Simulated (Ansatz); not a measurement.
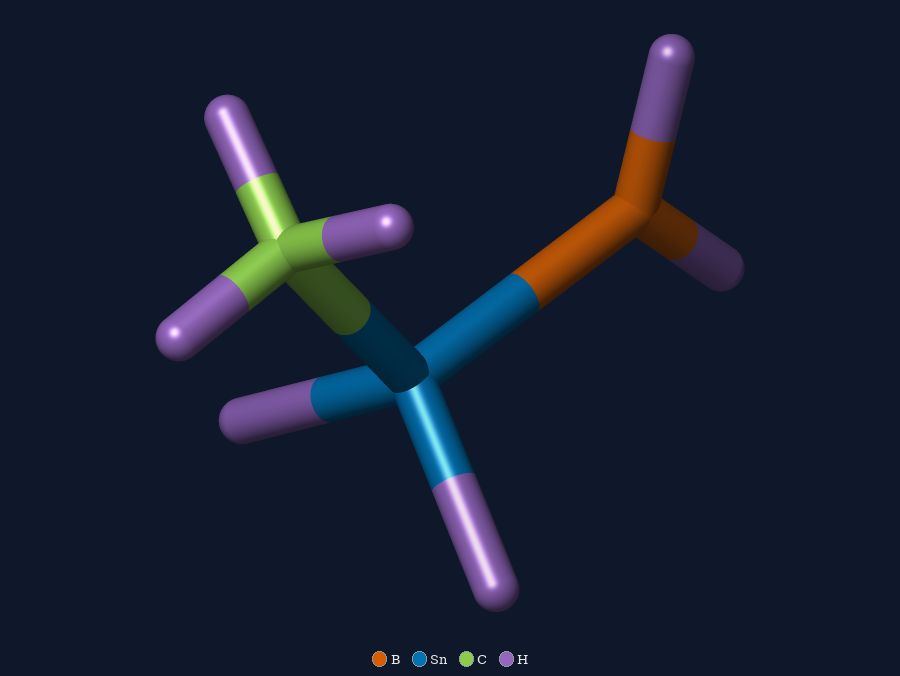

The geometry was computed by an optimisation with PBE0-D4/def2-TZVP.

Give the structural formula.

SMILES: [BH2][SnH2][CH3]

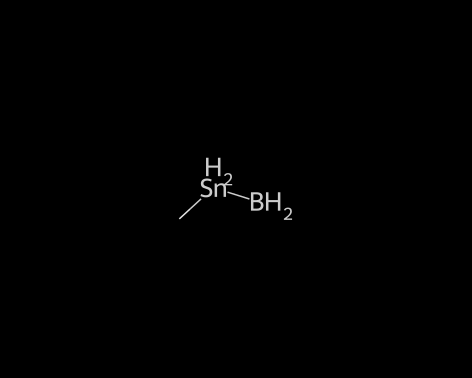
